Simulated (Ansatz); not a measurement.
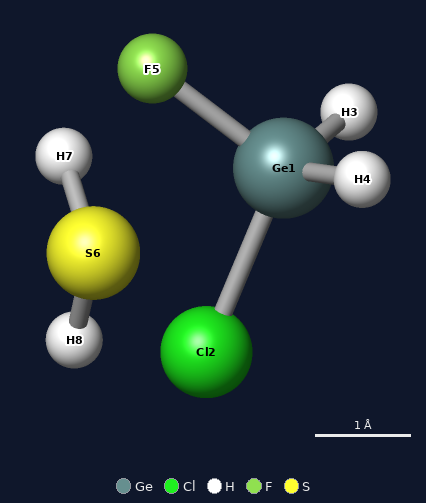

The starting structure (ball-and-stick view, seen at a tilt; atoms are numbered from 1 in the order of the input). Sticks mark near contacts. Bond lengths as drawn: Cl–Ge 2.17 Å, F–Ge 1.76 Å, Ge–H 1.54 to 1.55 Å and H–S 1.36 Å.

GeH$_{4}$SClF: nudged elastic band

The run: nudged elastic band of GeH$_{4}$SClF. Method and program: RKS PBE-D4/def2-SVP (Ansatz 0.2.0).

It belongs to a series of runs on one base structure; here: band between the two ends. Figures and captions count atoms from 1; the log counts them from 0 in places.

The program's output:
```
Engine: ansatz 0.2.0, x86_64-unknown-linux-gnu
Functional definition: PBE
  parameter kappa = 0.804
  parameter beta = 0.06672455060314922
  exchange = pbe_x(kappa = kappa, mu = beta*pi^2/3)
  correlation = pbe_c(beta = beta)
1131 factors; their error is unknown
mean field evaluation 1: about -82620.0008 eV, gradient 4.0e1 eV
mean field evaluation 2: about -82608.9610 eV, gradient 9.4e1 eV
mean field evaluation 4: about -82622.4578 eV, gradient 4.0e0 eV
mean field evaluation 8: about -82622.4118 eV, gradient 1.0e-1 eV
mean field -82622.41183429 eV, -3036.3176314280 hartree, gradient 5.8e-5 eV, S^2 0.000000; 0 other end points of the search recorded, 0 dependent functions left out
the calculation of the forces begins
reference -82622.41186608 eV, -3036.3176325964 hartree; 39, 39 occupied and 63, 63 virtual orbitals, 1131 factors
1131 factors; their error is unknown
mean field evaluation 16: about -82619.8136 eV, gradient 4.0e1 eV
mean field -82622.20779272 eV, -3036.3101330385 hartree, gradient 5.7e-5 eV, S^2 0.000000; 0 other end points of the search recorded, 0 dependent functions left out
[... from here on the field's lines of each further geometry are left out, up to the last ...]
NEB iter   1: max|band force component| = 8.605e0 eV/Å  barrier→ = 3.6990 eV  barrier← = 3.4981 eV  Δτ_max = 0.2000 Å  (180 SCF iters)
NEB iter   2: max|band force component| = 3.776e0 eV/Å  barrier→ = 2.0793 eV  barrier← = 1.8784 eV  Δτ_max = 0.2000 Å  (150 SCF iters)
NEB iter   3: max|band force component| = 1.573e0 eV/Å  barrier→ = 1.5021 eV  barrier← = 1.3012 eV  Δτ_max = 0.2000 Å  (152 SCF iters)
NEB iter   4: max|band force component| = 8.488e-1 eV/Å  barrier→ = 1.3182 eV  barrier← = 1.1173 eV  Δτ_max = 0.1971 Å  (148 SCF iters)
NEB iter   5: max|band force component| = 8.407e-1 eV/Å  barrier→ = 1.1957 eV  barrier← = 0.9947 eV  Δτ_max = 0.2000 Å  (142 SCF iters)
NEB iter   6: max|band force component| = 7.782e-1 eV/Å  barrier→ = 1.0583 eV  barrier← = 0.8574 eV  Δτ_max = 0.1590 Å  (141 SCF iters)
NEB iter   7: max|band force component| = 6.195e-1 eV/Å  barrier→ = 1.0388 eV  barrier← = 0.8378 eV  Δτ_max = 0.1607 Å  (133 SCF iters)
NEB iter   8: max|band force component| = 4.813e-1 eV/Å  barrier→ = 1.0516 eV  barrier← = 0.8506 eV  CI = image 3  Δτ_max = 0.2000 Å  (134 SCF iters)
NEB iter   9: max|band force component| = 3.645e-1 eV/Å  barrier→ = 1.0124 eV  barrier← = 0.8115 eV  CI = image 3  Δτ_max = 0.2000 Å  (139 SCF iters)
NEB iter  10: max|band force component| = 4.028e-1 eV/Å  barrier→ = 0.9544 eV  barrier← = 0.7534 eV  CI = image 3  Δτ_max = 0.1004 Å  (139 SCF iters)
NEB iter  11: max|band force component| = 2.456e-1 eV/Å  barrier→ = 0.9359 eV  barrier← = 0.7350 eV  CI = image 3  Δτ_max = 0.1008 Å  (132 SCF iters)
NEB iter  12: max|band force component| = 2.982e-1 eV/Å  barrier→ = 0.9172 eV  barrier← = 0.7162 eV  CI = image 3  Δτ_max = 0.0945 Å  (127 SCF iters)
NEB iter  13: max|band force component| = 2.419e-1 eV/Å  barrier→ = 0.9228 eV  barrier← = 0.7218 eV  CI = image 3  Δτ_max = 0.0533 Å  (129 SCF iters)
NEB iter  14: max|band force component| = 1.066e-1 eV/Å  barrier→ = 0.9197 eV  barrier← = 0.7188 eV  CI = image 3  Δτ_max = 0.0294 Å  (126 SCF iters)
NEB iter  15: max|band force component| = 6.616e-2 eV/Å  barrier→ = 0.9177 eV  barrier← = 0.7168 eV  CI = image 3  Δτ_max = 0.0503 Å  (126 SCF iters)
NEB iter  16: max|band force component| = 3.976e-2 eV/Å  barrier→ = 0.9169 eV  barrier← = 0.7160 eV  CI = image 3  Δτ_max = 0.0304 Å  (125 SCF iters)
NEB iter  17: max|band force component| = 6.638e-2 eV/Å  barrier→ = 0.9162 eV  barrier← = 0.7153 eV  CI = image 3  Δτ_max = 0.0678 Å  (26 SCF iters)
NEB iter  18: max|band force component| = 4.066e-2 eV/Å  barrier→ = 0.9157 eV  barrier← = 0.7148 eV  CI = image 3  Δτ_max = 0.0276 Å  (128 SCF iters)
NEB iter  19: max|band force component| = 6.768e-2 eV/Å  barrier→ = 0.9151 eV  barrier← = 0.7142 eV  CI = image 3  Δτ_max = 0.0714 Å  (25 SCF iters)
the calculation of the forces begins
reference -82622.10802461 eV, -3036.3064666282 hartree; 39, 39 occupied and 63, 63 virtual orbitals, 1131 factors
1131 factors; their error is unknown
mean field evaluation 704: about -82621.4741 eV, gradient 8.1e-3 eV
mean field -82621.47409354 eV, -3036.2831700910 hartree, gradient 4.5e-5 eV, S^2 0.000000; 1 other end points of the search recorded, 0 dependent functions left out
the calculation of the forces begins
reference -82621.47412383 eV, -3036.2831712043 hartree; 39, 39 occupied and 63, 63 virtual orbitals, 1131 factors
NEB iter  20: max|band force component| = 4.572e-2 eV/Å  barrier→ = 0.9150 eV  barrier← = 0.7140 eV  CI = image 3  Δτ_max = 0.0000 Å  (260 SCF iters)
```

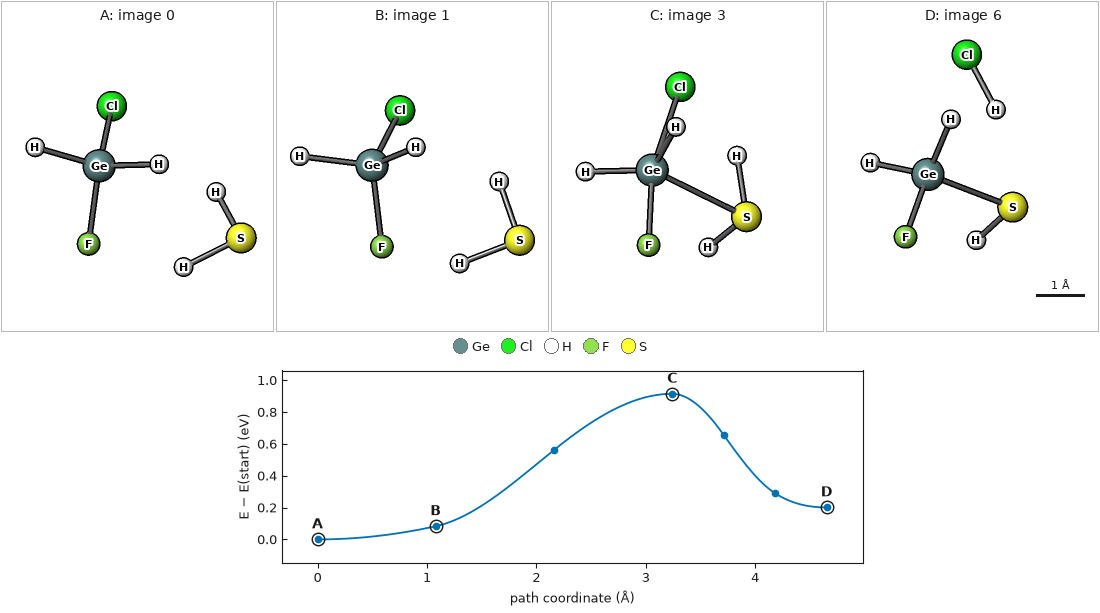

Images of the last band (counted from 0; ball-and-stick, seen at a tilt) above the energy along the path; the line is a cubic interpolation that uses the forces. The highest image is number 3, 0.915 eV above the start and 0.714 eV above the end (the climbing image); the end lies 0.201 eV above the start. The path is 4.66 Å long. The band converged in 20 iterations.

```
Total energy: -82621.67673142 eV, -3036.2906168959 hartree
Atom 0 at    -0.230255     0.081047    -0.113449 Å, force     0.005175    -0.005101     0.002182 eV/Å
Atom 1 at    -0.053428     0.601930     2.332140 Å, force    -0.002956     0.004220    -0.002047 eV/Å
Atom 2 at     0.850400    -0.996466     0.115567 Å, force    -0.005920     0.008421    -0.000869 eV/Å
Atom 3 at    -0.023612     1.567881    -0.459893 Å, force     0.000874    -0.005131     0.001147 eV/Å
Atom 4 at    -0.870749    -0.542131    -1.663144 Å, force     0.000798    -0.000577    -0.000965 eV/Å
Atom 5 at    -2.582451    -0.253433     0.744262 Å, force     0.000766     0.000133     0.007375 eV/Å
Atom 6 at    -2.362767    -1.579760     0.972879 Å, force    -0.004181    -0.001253    -0.007506 eV/Å
Atom 7 at    -1.838538     0.142034     1.930336 Å, force     0.005444    -0.000713     0.000682 eV/Å
Dipole moment:    -0.304490    -0.218792     0.065466 e Å
this run last wrote the band of iteration 20 to [file]; this run last wrote the band within `neb.f_tol` of iteration 18 to [file]
```

The last band as extended XYZ (Å, eV, eV/Å):
```
8
Properties=species:S:1:pos:R:3:forces:R:3 image=0 energy=-82622.59166
Ge    0.2950    0.0805   -0.0372    0.0040   0.0098   0.0067
Cl    0.4416   -0.0435    2.1243    0.0001  -0.0002  -0.0076
H     1.7112   -0.1369   -0.6157   -0.0041  -0.0021  -0.0017
H    -0.4657    1.3550   -0.4458    0.0016  -0.0027   0.0047
F    -0.6475   -1.3162   -0.5561   -0.0007  -0.0046   0.0009
S    -3.2787    0.1105    0.9963    0.0039   0.0007   0.0066
H    -2.6885   -0.9131    0.3176    0.0007  -0.0035  -0.0012
H    -2.4787   -0.1152    2.0752   -0.0055   0.0025  -0.0083
8
Properties=species:S:1:pos:R:3:forces:R:3 image=1 energy=-82622.50886
Ge    0.3352    0.1650   -0.1030    0.0357  -0.0059   0.0025
Cl    0.1788    0.0823    2.0658    0.0315  -0.0362  -0.0142
H     1.7037   -0.4504   -0.4536    0.0677   0.0573  -0.0449
H     0.0095    1.5979   -0.5665   -0.0141  -0.0115  -0.0146
F    -0.8407   -0.9225   -0.8252    0.0245  -0.0553   0.0738
S    -3.3983   -0.2255    1.1006   -0.0799   0.0152   0.0413
H    -2.6658   -1.2644    0.6158   -0.0281   0.0423  -0.0508
H    -2.4338    0.0387    2.0248   -0.0373  -0.0057   0.0070
8
Properties=species:S:1:pos:R:3:forces:R:3 image=2 energy=-82622.02980
Ge    0.1053    0.1710   -0.0898    0.1785   0.0271  -0.0047
Cl    0.0397    0.3696    2.1386    0.0542  -0.1141  -0.1124
H     1.3215   -0.7682   -0.1554    0.2453   0.1205  -0.1316
H     0.0826    1.6401   -0.5452    0.0747   0.0214  -0.0688
F    -0.9399   -0.6620   -1.2456   -0.0316  -0.0770   0.2455
S    -3.0020   -0.2675    0.8923   -0.2398   0.0006   0.0772
H    -2.4791   -1.5257    0.8875   -0.0748   0.0454  -0.0317
H    -2.2396    0.0638    1.9764   -0.2064  -0.0238   0.0265
8
Properties=species:S:1:pos:R:3:forces:R:3 image=3 energy=-82621.67670
Ge   -0.2303    0.0810   -0.1134    0.0052  -0.0051   0.0022
Cl   -0.0534    0.6019    2.3321   -0.0030   0.0042  -0.0020
H     0.8504   -0.9965    0.1156   -0.0059   0.0084  -0.0009
H    -0.0236    1.5679   -0.4599    0.0009  -0.0051   0.0011
F    -0.8707   -0.5421   -1.6631    0.0008  -0.0006  -0.0010
S    -2.5825   -0.2534    0.7443    0.0008   0.0001   0.0074
H    -2.3628   -1.5798    0.9729   -0.0042  -0.0013  -0.0075
H    -1.8385    0.1420    1.9303    0.0054  -0.0007   0.0007
8
Properties=species:S:1:pos:R:3:forces:R:3 image=4 energy=-82621.93510
Ge   -0.3494    0.0315   -0.2129   -0.2306  -0.1064  -0.2191
Cl   -0.1830    0.5454    2.5143   -0.3325   0.0242   0.3162
H     0.7464   -0.9990    0.1480   -0.1868   0.0402   0.1000
H    -0.0324    1.5350   -0.3698   -0.0950  -0.0790   0.0810
F    -0.8162   -0.4970   -1.8296    0.1018  -0.0266  -0.3494
S    -2.5413   -0.2392    0.6589    0.0638  -0.0237  -0.1368
H    -2.3755   -1.5681    0.9153    0.0233  -0.0111  -0.0406
H    -1.5602    0.2125    2.0344    0.6559   0.1824   0.2487
8
Properties=species:S:1:pos:R:3:forces:R:3 image=5 energy=-82622.30235
Ge   -0.4383   -0.0049   -0.3344   -0.0957  -0.0416  -0.1245
Cl   -0.1975    0.5383    2.7640   -0.0221   0.0449   0.2130
H     0.6046   -1.0169    0.1861   -0.1267  -0.0072   0.0416
H    -0.0767    1.4950   -0.3110   -0.0739  -0.0414   0.0076
F    -0.7041   -0.4441   -2.0162    0.0919   0.0032  -0.1769
S    -2.5337   -0.2419    0.5558    0.0114  -0.0290  -0.0763
H    -2.3762   -1.5680    0.8308    0.0181  -0.0063  -0.0430
H    -1.3895    0.2635    2.1835    0.1972   0.0774   0.1586
8
Properties=species:S:1:pos:R:3:forces:R:3 image=6 energy=-82622.39073
Ge   -0.4827   -0.0169   -0.4320    0.0210   0.0282   0.0273
Cl   -0.1960    0.5918    3.0637    0.0000   0.0008   0.0010
H     0.5220   -1.0135    0.1806   -0.0055  -0.0060   0.0024
H    -0.1439    1.4852   -0.3727   -0.0006   0.0037  -0.0015
F    -0.6204   -0.4514   -2.1313   -0.0045  -0.0084  -0.0305
S    -2.5199   -0.2537    0.5087   -0.0017  -0.0005  -0.0077
H    -2.3799   -1.6016    0.6519   -0.0137  -0.0165   0.0118
H    -1.2908    0.2813    2.3898    0.0049  -0.0013  -0.0027
```

This output came from the following input.

Input file:
```yaml
crystal:
  periodic: [false, false, false]
  atoms:
    - { symbol: Ge, position_ang: [0.294962, 0.080461, -0.037153] }
    - { symbol: Cl, position_ang: [0.441634, -0.043524, 2.124314] }
    - { symbol: H, position_ang: [1.711175, -0.136917, -0.615689] }
    - { symbol: H, position_ang: [-0.465737, 1.355, -0.44582] }
    - { symbol: F, position_ang: [-0.647526, -1.316167, -0.556053] }
    - { symbol: S, position_ang: [-3.278721, 0.110452, 0.996322] }
    - { symbol: H, position_ang: [-2.688538, -0.913051, 0.317597] }
    - { symbol: H, position_ang: [-2.47865, -0.115153, 2.07518] }
basis:
  gaussian: { orbitals: def2-SVP }
hamiltonian:
  xc: pbe
  dispersion: d4
neb:
  order_check: false
  images: 5
  f_tol: 0.05
  max_iterations: 60
  final_atoms:
    - { symbol: Ge, position_ang: [-0.48265545, -0.01694136, -0.43203808] }
    - { symbol: Cl, position_ang: [-0.19604739, 0.59177554, 3.06372524] }
    - { symbol: H, position_ang: [0.52204111, -1.01352946, 0.18058528] }
    - { symbol: H, position_ang: [-0.14386264, 1.48516576, -0.37273312] }
    - { symbol: F, position_ang: [-0.62036234, -0.45139252, -2.13127248] }
    - { symbol: S, position_ang: [-2.51985667, -0.25367138, 0.50873283] }
    - { symbol: H, position_ang: [-2.3798974, -1.60160533, 0.65191648] }
    - { symbol: H, position_ang: [-1.29076023, 0.28129973, 2.38978184] }
  initial_path:
    images:
      - { positions_ang: [[0.294962, 0.080461, -0.037153], [0.441634, -0.043524, 2.124314], [1.711175, -0.136917, -0.615689], [-0.465737, 1.355, -0.44582], [-0.647526, -1.316167, -0.556053], [-3.278721, 0.110452, 0.996322], [-2.688538, -0.913051, 0.317597], [-2.47865, -0.115153, 2.07518]] }
      - { positions_ang: [[0.19873385, 0.05419946, -0.02070456], [0.2853606, -0.03247136, 2.27685807], [1.63227493, -0.0902322, -0.57210306], [-0.54922049, 1.32645313, -0.46638818], [-0.69117932, -1.33280084, -0.55866538], [-2.99377633, 0.07346609, 0.9257857], [-2.84890163, -0.89839723, 0.20468323], [-2.1446926, -0.07911606, 2.06923218]] }
      - { positions_ang: [[0.1025057, 0.02793792, -0.00425613], [0.1290872, -0.02141871, 2.42940214], [1.55337485, -0.04354739, -0.52851712], [-0.63270398, 1.29790625, -0.48695636], [-0.73483264, -1.34943468, -0.56127776], [-2.70883166, 0.03648018, 0.85524939], [-3.00926525, -0.88374346, 0.09176946], [-1.81073521, -0.04307912, 2.06328437]] }
      - { positions_ang: [[0.00627755, 0.00167638, 0.01219231], [-0.02718621, -0.01036607, 2.58194622], [1.47447478, 0.00313741, -0.48493118], [-0.71618747, 1.26935938, -0.50752453], [-0.77848595, -1.36606852, -0.56389014], [-2.423887, -0.00050572, 0.78471309], [-3.16962888, -0.86908968, -0.02114431], [-1.47677781, -0.00704218, 2.05733655]] }
      - { positions_ang: [[-0.15670012, -0.00452953, -0.13588449], [-0.08347327, 0.1903478, 2.74253923], [1.15699689, -0.33575154, -0.26309236], [-0.52541253, 1.34129484, -0.46259406], [-0.72577808, -1.06117652, -1.08635092], [-2.45587689, -0.08489428, 0.69271967], [-2.90638505, -1.11326157, 0.20320929], [-1.41477195, 0.08907179, 2.16815165]] }
      - { positions_ang: [[-0.31967779, -0.01073544, -0.28396128], [-0.13976033, 0.39106167, 2.90313224], [0.839519, -0.6746405, -0.04125354], [-0.33463758, 1.4132303, -0.41766359], [-0.67307021, -0.75628452, -1.6088117], [-2.48786678, -0.16928283, 0.60072625], [-2.64314123, -1.35743345, 0.42756289], [-1.35276609, 0.18518576, 2.27896674]] }
      - { positions_ang: [[-0.48265545, -0.01694136, -0.43203808], [-0.19604739, 0.59177554, 3.06372524], [0.52204111, -1.01352946, 0.18058528], [-0.14386264, 1.48516576, -0.37273312], [-0.62036234, -0.45139252, -2.13127248], [-2.51985667, -0.25367138, 0.50873283], [-2.3798974, -1.60160533, 0.65191648], [-1.29076023, 0.28129973, 2.38978184]] }
```

Command:
```bash
ansatz run input.yaml --threads 2 --pin off --max-ram 3072MiB --backend cpu --events-out ev --progress --plain --runs-dir out
```

Key numbers:

- outcome: converged
- barrier, forward: 0.915 eV
- barrier, backward: 0.714 eV
- hardware: 2 threads of AMD EPYC (Zen 3), 144 GiB of memory available, shared host
- wall time: 2.6 min (CPU time 5.1 min)
- peak memory: 0.17 GiB

The order of the saddle point was not checked.
